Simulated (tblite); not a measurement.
## Run report: C8H20N2Si3, geometry relaxation (part 3 of 3)

The same run, continued: C8H20N2Si3, SMILES C=C[Si@@H](N[Si@H](C)C=C)N[Si@@H](C)C=C; GFN2-xTB geometry optimisation, gas phase (tblite 0.8.0). The run did not end well.

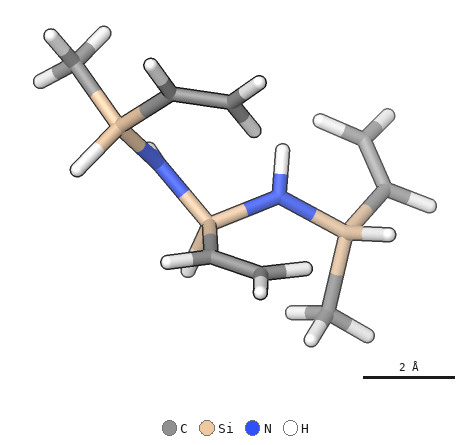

The geometry at step 510 of the log (stick view, seen at a tilt).

Trajectory as extended XYZ, continued:
```
33
Properties=species:S:1:pos:R:3:forces:R:3 step=340 energy=-1042.49551
C    -1.2353   -2.2101   -1.7458    0.0010  -0.0060   0.0020
C    -1.5558   -0.9907   -1.3445   -0.0090  -0.0070  -0.0070
Si   -0.3180    0.3235   -0.8150   -0.0050  -0.0130   0.0000
N    -0.9239    1.0588    0.6313    0.0050   0.0070   0.0030
Si   -2.5601    1.4005    1.0855   -0.0050  -0.0160  -0.0060
C    -2.5154    2.7866    2.3825   -0.0020   0.0050   0.0070
C    -3.3909   -0.1289    1.8196    0.0020  -0.0030   0.0020
C    -2.8488   -1.3356    1.8598    0.0060   0.0050  -0.0010
N     1.2431   -0.3108   -0.4027   -0.0020  -0.0050  -0.0080
Si    2.5695   -0.7148   -1.4385    0.0140  -0.0060   0.0230
C     2.9439    0.7510   -2.5821   -0.0040   0.0050  -0.0010
C     4.0662   -1.0850   -0.3490    0.0010  -0.0020   0.0140
C     4.1451   -0.8934    0.9577    0.0050   0.0110  -0.0060
H    -1.9710   -2.9434   -2.0440    0.0050   0.0090   0.0020
H    -0.2057   -2.5299   -1.7891   -0.0130   0.0070  -0.0010
H    -2.6024   -0.7141   -1.3112    0.0050  -0.0050  -0.0030
H    -0.1056    1.3065   -1.8835   -0.0020   0.0060  -0.0180
H    -0.2209    1.5203    1.1849    0.0140   0.0060  -0.0010
H    -3.3136    1.8369   -0.1029   -0.0040   0.0050  -0.0020
H    -1.9488    2.4985    3.2626    0.0100  -0.0060   0.0120
H    -3.5176    3.0408    2.7092   -0.0160   0.0020   0.0020
H    -2.0649    3.6867    1.9772    0.0040   0.0090   0.0020
H    -4.3841    0.0015    2.2352   -0.0050  -0.0060  -0.0040
H    -1.8650   -1.5140    1.4562    0.0060  -0.0030  -0.0100
H    -3.3500   -2.1940    2.2830   -0.0040   0.0090   0.0040
H     1.2666   -0.7669    0.4959    0.0110  -0.0040  -0.0070
H     2.3014   -1.9166   -2.2580   -0.0070   0.0070  -0.0020
H     3.8690    0.5981   -3.1289    0.0030  -0.0100  -0.0050
H     3.0398    1.6740   -2.0195    0.0030   0.0110   0.0130
H     2.1504    0.8894   -3.3079   -0.0140  -0.0080  -0.0080
H     4.9367   -1.4848   -0.8563   -0.0110   0.0020   0.0060
H     3.3160   -0.4922    1.5190    0.0110  -0.0040   0.0020
H     5.0332   -1.1162    1.5311   -0.0050  -0.0030  -0.0010
33
Properties=species:S:1:pos:R:3:forces:R:3 step=397 energy=-1042.49925
C    -1.3090   -2.1190   -1.8983   -0.0030   0.0010   0.0100
C    -1.6034   -0.9348   -1.3867    0.0020  -0.0010  -0.0050
Si   -0.3280    0.3400   -0.8493   -0.0020  -0.0080  -0.0150
N    -0.9303    1.1420    0.5641    0.0030  -0.0060  -0.0100
Si   -2.5590    1.4025    1.0929    0.0040   0.0010   0.0090
C    -2.5202    2.7564    2.4251    0.0070   0.0060   0.0060
C    -3.2875   -0.1759    1.8312   -0.0020   0.0030  -0.0020
C    -2.6792   -1.3507    1.8493    0.0030  -0.0120  -0.0010
N     1.2016   -0.3459   -0.3982   -0.0080   0.0010   0.0010
Si    2.5516   -0.7841   -1.3889   -0.0060   0.0160  -0.0030
C     2.9373    0.6461   -2.5739    0.0060   0.0020  -0.0020
C     4.0210   -1.1142   -0.2506   -0.0020  -0.0070  -0.0080
C     4.1086   -0.7703    1.0237    0.0010   0.0030   0.0050
H    -2.0623   -2.8281   -2.2097    0.0000   0.0020   0.0010
H    -0.2850   -2.4336   -2.0227    0.0000   0.0040   0.0010
H    -2.6456   -0.6630   -1.2761    0.0040   0.0020   0.0010
H    -0.0572    1.2887   -1.9376   -0.0100   0.0060   0.0110
H    -0.2293    1.6711    1.0566   -0.0030   0.0030   0.0070
H    -3.3887    1.8369   -0.0452    0.0000  -0.0020  -0.0080
H    -1.9108    2.4665    3.2760    0.0040   0.0010   0.0020
H    -3.5189    2.9634    2.7950    0.0000  -0.0090  -0.0090
H    -2.1197    3.6844    2.0299    0.0030   0.0020   0.0030
H    -4.2746   -0.1019    2.2746    0.0050  -0.0080  -0.0020
H    -1.7000   -1.4765    1.4149    0.0000   0.0090  -0.0010
H    -3.1208   -2.2362    2.2829   -0.0060   0.0000   0.0000
H     1.1984   -0.7883    0.5078   -0.0060   0.0040   0.0000
H     2.2992   -2.0120   -2.1732   -0.0020  -0.0030   0.0020
H     3.8597    0.4705   -3.1190   -0.0010  -0.0080  -0.0010
H     3.0435    1.5827   -2.0350   -0.0040  -0.0040  -0.0070
H     2.1419    0.7704   -3.3012    0.0080  -0.0040   0.0090
H     4.8664   -1.6220   -0.6991    0.0110   0.0030  -0.0020
H     3.3020   -0.2602    1.5255   -0.0030   0.0070   0.0030
H     4.9813   -0.9731    1.6271    0.0000  -0.0050   0.0040
33
Properties=species:S:1:pos:R:3:forces:R:3 step=453 energy=-1042.50329
C    -1.3872   -1.9713   -2.0050    0.0020   0.0020  -0.0050
C    -1.6460   -0.7762   -1.5005   -0.0030   0.0070  -0.0130
Si   -0.3383    0.4398   -0.9109   -0.0010   0.0060   0.0080
N    -0.9470    1.2550    0.4934   -0.0090  -0.0010   0.0030
Si   -2.5510    1.3806    1.1327   -0.0010   0.0050  -0.0080
C    -2.5053    2.6705    2.5272    0.0010  -0.0020  -0.0040
C    -3.1369   -0.2735    1.8317    0.0080   0.0010   0.0070
C    -2.4505   -1.4027    1.7665   -0.0050  -0.0040  -0.0150
N     1.1456   -0.3079   -0.4098    0.0070  -0.0010   0.0000
Si    2.5108   -0.8631   -1.3172    0.0010  -0.0200  -0.0020
C     2.9482    0.4058   -2.6571    0.0010  -0.0100   0.0050
C     3.9396   -1.0785   -0.0998    0.0050   0.0120  -0.0090
C     3.9849   -0.5872    1.1281    0.0000  -0.0010  -0.0070
H    -2.1610   -2.6434   -2.3466    0.0060  -0.0020   0.0000
H    -0.3745   -2.3311   -2.0946   -0.0030  -0.0010   0.0080
H    -2.6781   -0.4567   -1.4314   -0.0020  -0.0010   0.0140
H    -0.0052    1.3993   -1.9711    0.0060   0.0120  -0.0050
H    -0.2598    1.8340    0.9483   -0.0080  -0.0010   0.0000
H    -3.4744    1.8176    0.0684    0.0000  -0.0060   0.0070
H    -1.8475    2.3678    3.3366   -0.0010  -0.0040   0.0020
H    -3.4952    2.8155    2.9466    0.0020   0.0000   0.0020
H    -2.1604    3.6325    2.1620   -0.0040   0.0060  -0.0030
H    -4.1006   -0.2897    2.3286   -0.0040   0.0100  -0.0060
H    -1.4909   -1.4408    1.2761    0.0080  -0.0050   0.0030
H    -2.8089   -2.3344    2.1791   -0.0010  -0.0030   0.0020
H     1.1124   -0.6730    0.5295   -0.0010   0.0010   0.0030
H     2.2539   -2.1713   -1.9601    0.0050   0.0050   0.0110
H     3.8411    0.1092   -3.1986    0.0080  -0.0020   0.0010
H     3.1295    1.3872   -2.2302   -0.0080   0.0010   0.0020
H     2.1424    0.5000   -3.3771   -0.0080   0.0000   0.0070
H     4.7949   -1.6429   -0.4516   -0.0010  -0.0030  -0.0100
H     3.1674   -0.0122    1.5333    0.0050   0.0020   0.0050
H     4.8308   -0.7273    1.7855   -0.0060  -0.0020  -0.0020
33
Properties=species:S:1:pos:R:3:forces:R:3 step=510 energy=-1042.51586
C    -1.3331   -1.5645   -2.2153   -0.0060   0.0010   0.0260
C    -1.5330   -0.3416   -1.7539    0.0030  -0.0090   0.0060
Si   -0.2416    0.7031   -0.8747    0.0160   0.0100  -0.0010
N    -0.9898    1.4874    0.4802   -0.0040  -0.0150  -0.0070
Si   -2.5608    1.3343    1.1877   -0.0090  -0.0220  -0.0370
C    -2.6019    2.5052    2.6828    0.0050   0.0060  -0.0070
C    -2.9134   -0.4295    1.7551   -0.0040  -0.0070   0.0360
C    -2.1384   -1.4765    1.5275   -0.0010  -0.0150  -0.0150
N     1.0915   -0.2185   -0.2490   -0.0020  -0.0100  -0.0190
Si    2.3752   -1.0681   -1.0432   -0.0040   0.0210  -0.0060
C     2.6692   -0.2577   -2.7305    0.0150  -0.0240   0.0010
C     3.9258   -0.9726    0.0298   -0.0020  -0.0050   0.0030
C     4.0271   -0.3225    1.1777   -0.0060   0.0190  -0.0010
H    -2.0958   -2.1323   -2.7264   -0.0240  -0.0040  -0.0170
H    -0.3853   -2.0609   -2.0870    0.0380   0.0010  -0.0070
H    -2.5036    0.1134   -1.9008   -0.0200   0.0060  -0.0020
H     0.2806    1.7388   -1.7785    0.0190   0.0000   0.0060
H    -0.4133    2.1996    0.8954    0.0300   0.0170   0.0130
H    -3.5925    1.7235    0.2066   -0.0050   0.0150   0.0040
H    -1.7963    2.2990    3.3800    0.0140  -0.0260   0.0260
H    -3.5364    2.4121    3.2238   -0.0280  -0.0100   0.0090
H    -2.5083    3.5394    2.3715   -0.0020   0.0450  -0.0200
H    -3.8279   -0.5893    2.3150   -0.0300   0.0160   0.0020
H    -1.2209   -1.3799    0.9712    0.0140  -0.0170  -0.0030
H    -2.3851   -2.4712    1.8689    0.0130  -0.0110   0.0010
H     1.0359   -0.3934    0.7421    0.0050   0.0030   0.0050
H     2.0524   -2.5020   -1.2218   -0.0090   0.0050   0.0000
H     3.5616   -0.6481   -3.2102   -0.0170  -0.0140   0.0070
H     2.7876    0.8161   -2.6331    0.0030   0.0100   0.0010
H     1.8293   -0.4388   -3.3921   -0.0170   0.0110  -0.0140
H     4.7972   -1.5045   -0.3343    0.0010   0.0040   0.0090
H     3.1923    0.2254    1.5850    0.0030   0.0080   0.0060
H     4.9348   -0.2937    1.7621    0.0110  -0.0100  -0.0050
33
Properties=species:S:1:pos:R:3:forces:R:3 step=567 energy=-1042.52886
C    -1.2504   -1.4286   -2.2665   -0.0020   0.0100  -0.0040
C    -1.4580   -0.2312   -1.7456    0.0040   0.0030   0.0090
Si   -0.1829    0.7761   -0.8005    0.0130   0.0030  -0.0030
N    -0.9770    1.5032    0.5595   -0.0040  -0.0010  -0.0090
Si   -2.5776    1.3113    1.1873    0.0010   0.0160   0.0010
C    -2.7072    2.4552    2.7002   -0.0030  -0.0020   0.0030
C    -2.9309   -0.4698    1.7028    0.0060   0.0040   0.0120
C    -2.1408   -1.5041    1.4661   -0.0030  -0.0010  -0.0040
N     1.1206   -0.1809   -0.1689    0.0020   0.0040   0.0020
Si    2.3445   -1.1179   -0.9575   -0.0110  -0.0040   0.0060
C     2.5527   -0.4761   -2.7278    0.0040  -0.0050  -0.0050
C     3.9580   -0.9566    0.0091    0.0010   0.0000   0.0040
C     4.1454   -0.1787    1.0628    0.0010   0.0000   0.0050
H    -2.0114   -1.9729   -2.8061   -0.0030  -0.0040  -0.0060
H    -0.2968   -1.9223   -2.1688   -0.0020  -0.0070   0.0050
H    -2.4334    0.2225   -1.8670    0.0010  -0.0020  -0.0070
H     0.3774    1.8467   -1.6418   -0.0070  -0.0120   0.0040
H    -0.4169    2.1923    1.0327    0.0090   0.0030   0.0060
H    -3.5663    1.7180    0.1690    0.0020   0.0020   0.0070
H    -1.9847    2.1951    3.4689   -0.0140  -0.0030  -0.0110
H    -3.6952    2.3925    3.1444    0.0100   0.0040  -0.0010
H    -2.5381    3.4917    2.4243   -0.0080  -0.0180   0.0030
H    -3.8581   -0.6493    2.2359   -0.0130   0.0080   0.0030
H    -1.2115   -1.3877    0.9335    0.0170   0.0050  -0.0010
H    -2.3820   -2.5092    1.7797   -0.0090  -0.0130   0.0020
H     1.1150   -0.2725    0.8348   -0.0030  -0.0010  -0.0120
H     1.9750   -2.5514   -0.9727    0.0010   0.0000  -0.0060
H     3.2334   -1.1035   -3.2946    0.0040  -0.0020  -0.0030
H     2.9496    0.5339   -2.7366   -0.0070   0.0080   0.0020
H     1.6006   -0.4613   -3.2474   -0.0030   0.0020   0.0000
H     4.7908   -1.5581   -0.3353    0.0080  -0.0050   0.0050
H     3.3533    0.4433    1.4478   -0.0050   0.0100  -0.0010
H     5.0858   -0.1179    1.5904    0.0130  -0.0010  -0.0060
33
Properties=species:S:1:pos:R:3:forces:R:3 step=624 energy=-1042.53308
C    -1.2361   -1.4113   -2.1874   -0.0030  -0.0030  -0.0060
C    -1.3976   -0.1843   -1.7227    0.0040  -0.0010  -0.0050
Si   -0.1271    0.7727   -0.7219   -0.0040  -0.0060   0.0030
N    -0.9377    1.4567    0.6504    0.0020   0.0010  -0.0040
Si   -2.5833    1.3231    1.1687    0.0100  -0.0050   0.0250
C    -2.7787    2.4394    2.6940   -0.0020   0.0040   0.0010
C    -3.0312   -0.4509    1.6323    0.0030  -0.0030  -0.0020
C    -2.2418   -1.4998    1.4671   -0.0010  -0.0050   0.0010
N     1.1605   -0.2194   -0.1135   -0.0020   0.0070  -0.0020
Si    2.3608   -1.1541   -0.9419   -0.0020   0.0090   0.0020
C     2.5030   -0.5078   -2.7177    0.0040   0.0000  -0.0020
C     4.0105   -0.9836   -0.0380    0.0020  -0.0040   0.0010
C     4.2783   -0.0949    0.9052   -0.0080   0.0000  -0.0020
H    -1.9911   -1.9212   -2.7676   -0.0070  -0.0130  -0.0030
H    -0.3300   -1.9651   -2.0013    0.0010  -0.0030   0.0020
H    -2.3281    0.3262   -1.9360    0.0120   0.0120   0.0050
H     0.4554    1.8625   -1.5226   -0.0060   0.0030   0.0000
H    -0.3614    2.0694    1.2032   -0.0070   0.0000  -0.0040
H    -3.4851    1.7805    0.0958   -0.0010   0.0140  -0.0090
H    -2.1227    2.1378    3.5054    0.0000   0.0000  -0.0080
H    -3.7968    2.4024    3.0666   -0.0010   0.0020  -0.0020
H    -2.5563    3.4739    2.4531    0.0010   0.0040   0.0090
H    -4.0117   -0.6098    2.0688    0.0120  -0.0060  -0.0030
H    -1.2613   -1.3967    1.0298   -0.0140  -0.0010   0.0090
H    -2.5320   -2.5018    1.7490    0.0020   0.0020  -0.0100
H     1.1660   -0.3260    0.8885    0.0060  -0.0070  -0.0090
H     1.9934   -2.5875   -0.9433    0.0060  -0.0030   0.0030
H     3.2152   -1.0903   -3.2943   -0.0060   0.0050   0.0070
H     2.8340    0.5261   -2.7282   -0.0040  -0.0080  -0.0090
H     1.5450   -0.5527   -3.2254    0.0070   0.0030   0.0130
H     4.7971   -1.6697   -0.3287    0.0030  -0.0060  -0.0040
H     3.5345    0.6141    1.2315   -0.0100   0.0110   0.0060
H     5.2395   -0.0258    1.3928    0.0050  -0.0020  -0.0010
```

Outcome:

```csv
quantity,value
outcome,not converged
total energy,−1042.5331 eV
hardware,"1 CPU thread, shared host"
wall time,12 s
peak memory,0.3 GiB
```

What went wrong:

The run did not converge. At least one of its steps failed, so the values that rest on that step are not results.
